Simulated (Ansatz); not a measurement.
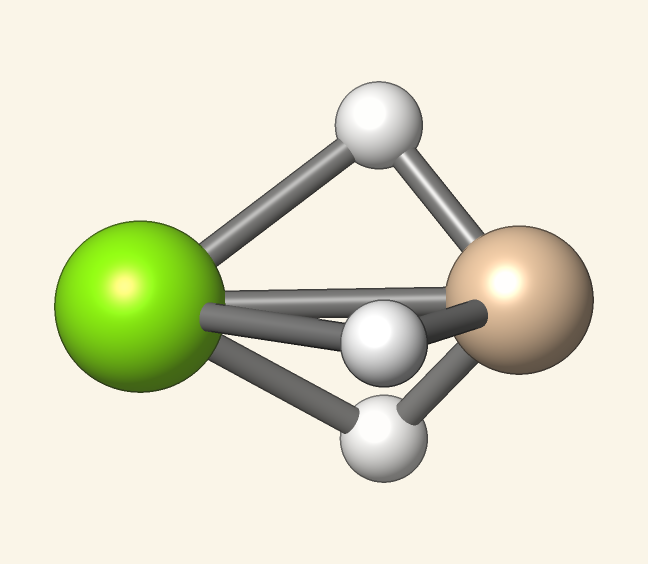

Ball-and-stick drawing of a structure. Colours: magnesium green, silicon light orange, hydrogen white.

Charge 0, doublet.

> Give the formula.

H3MgSi, 5 atoms: 3 hydrogen, 1 magnesium and 1 silicon.

> Which point group does it belong to?

C3v.

> How many bonds of each kind are drawn?

3 Si–H, 3 Mg–H, 1 Mg–Si. Sticks follow a distance rule.

> How many sets of symmetry-equivalent atoms are there?

3: 1 Mg, 1 Si, 3 H.

More results for the same structure follow; atom numbers are the same in all pictures, views and colours differ. The geometry was computed by an optimisation with PBE0-D4/def2-TZVP. No frequency run is at hand to confirm it as a minimum.

**Electronic properties**

No frequency run is at hand to confirm it as a minimum. Method: UKS PBE0-D4/def2-TZVPP (Ansatz 0.2.0).

> What is the HOMO energy (Kohn–Sham orbital)?

−5.04 eV.

> What is the ⟨S²⟩ of the determinant?

0.753.

**Dipole moment**

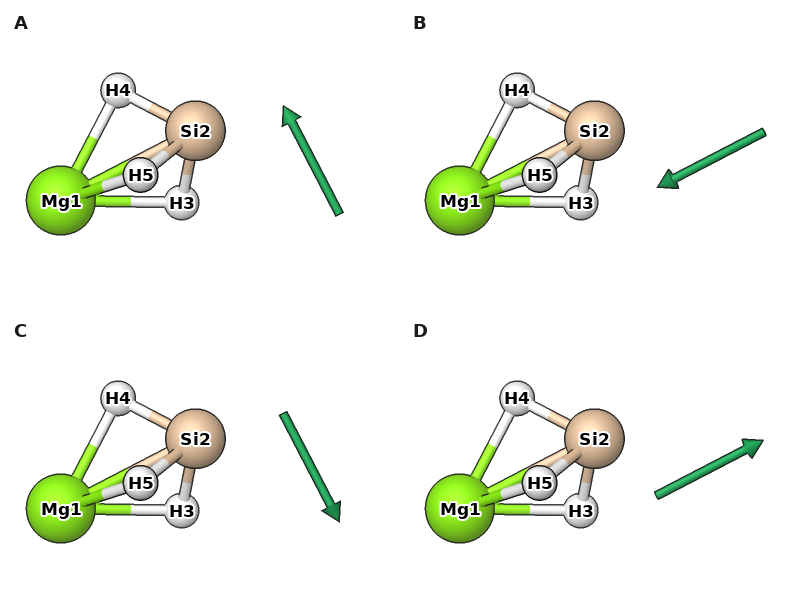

The same molecule four times, each with an arrow. No frequency run is at hand to confirm it as a minimum. Properties computed with UKS PBE0-D4/def2-TZVP (Ansatz 0.2.0).

> Which arrow points along the dipole moment, from the negative to the positive end?

B. The dipole moment is 1.75 D; it points from the side of Si2 to the side of Mg1 (the outermost atoms at the two ends).

**Charges**

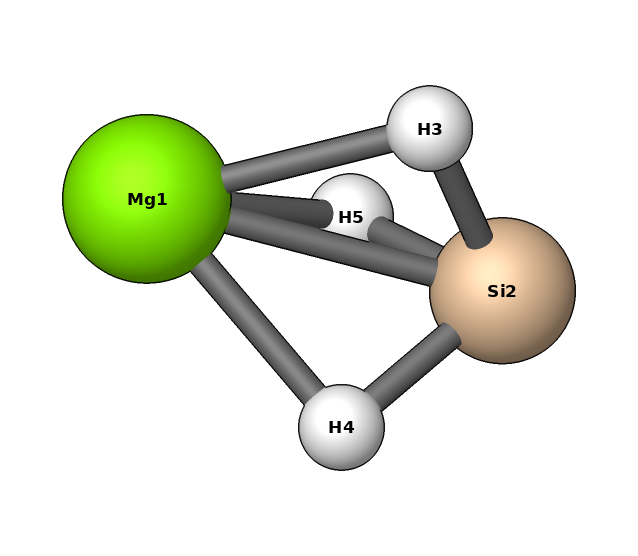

The questions are on Mulliken charges. No frequency run is at hand to confirm it as a minimum. Level of theory: UKS PBE0-D4/def2-TZVP (Ansatz 0.2.0).

List the Mulliken charges.

```csv
atom,value (e)
Mg1,0.28
Si2,−0.20
H3,−0.03
H4,−0.03
H5,−0.03
```

Mulliken values depend strongly on the basis set and can even reverse the polarity of a bond.
